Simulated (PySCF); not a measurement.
```xyz
15

C     2.5100    0.2931    0.2852
C     1.0663   -0.0340    0.3028
N     0.2467    0.3120    1.2304
Si   -1.1527   -0.4723    0.4514
C    -2.5300    0.6772   -0.1455
C     0.3232   -0.8077   -0.7469
H     2.7815    0.8484    1.1789
H     3.0962   -0.6239    0.2294
H     2.7403    0.8867   -0.5994
H    -1.6447   -1.6524    1.1571
H    -2.1368    1.5366   -0.6790
H    -3.0984    1.0442    0.7018
H    -3.2163    0.1541   -0.8026
H     0.6797   -1.8284   -0.8635
H     0.3306   -0.3256   -1.7220
```

Geometry: GFN2-xTB.

The calculation used wB97X-D/def2-SVPD, SCF density, gas phase (PySCF).

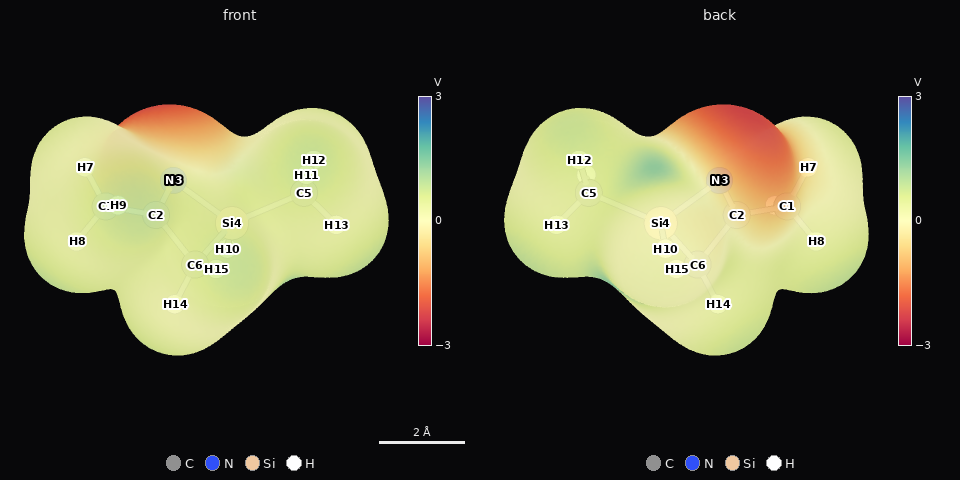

C₄H₉NSi. The molecular electrostatic potential painted on the density surface at 0.002 e/bohr³, seen from the front and from behind; the colour scale runs from red (negative) to blue (positive).

Where is the surface potential most negative and most positive?

The most negative region (about −2.2 V) lies over N3, the most positive (about +1.3 V) over Si4. N3 is the likeliest acceptor of a hydrogen bond.

How polar is the molecule by this calculation?

Its dipole moment is 2.19 D.
